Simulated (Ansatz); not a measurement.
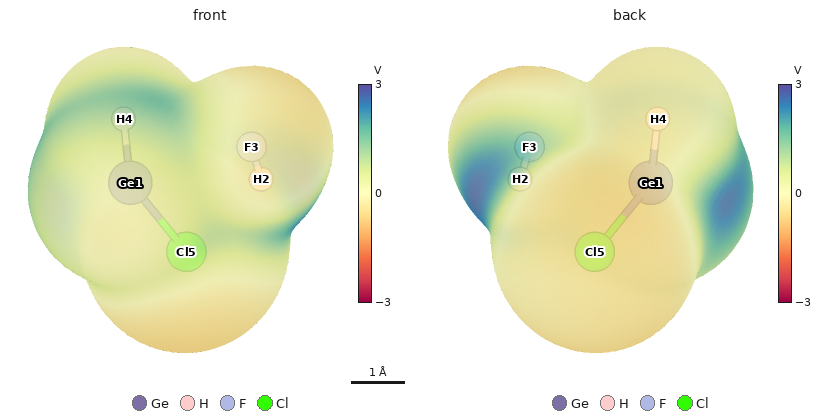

*ClGeH···HF. The electrostatic potential painted on the density surface at 0.002 e/bohr³, seen from the front and from behind; red is negative and blue positive.*

These are results of RKS B3LYP-D4/def2-TZVP (Ansatz), not measurements.

```yaml
atoms:
  - { symbol: Ge, position_ang: [-0.9818, 0.3705, 0.3319] }
  - { symbol: H, position_ang: [1.3499, -0.5922, 0.6558] }
  - { symbol: F, position_ang: [1.3180, 0.2535, 1.0771] }
  - { symbol: H, position_ang: [-0.3847, 1.1064, -0.9588] }
  - { symbol: Cl, position_ang: [-0.3011, -1.6850, -0.3979] }
```

**Which sites attract a positive test charge, and which a negative one?**

A positive charge is drawn to the negative regions and a negative charge to the positive ones. The most negative region (about −0.6 V) lies over Cl5, the most positive (about +2.6 V) over Ge1 and H2.
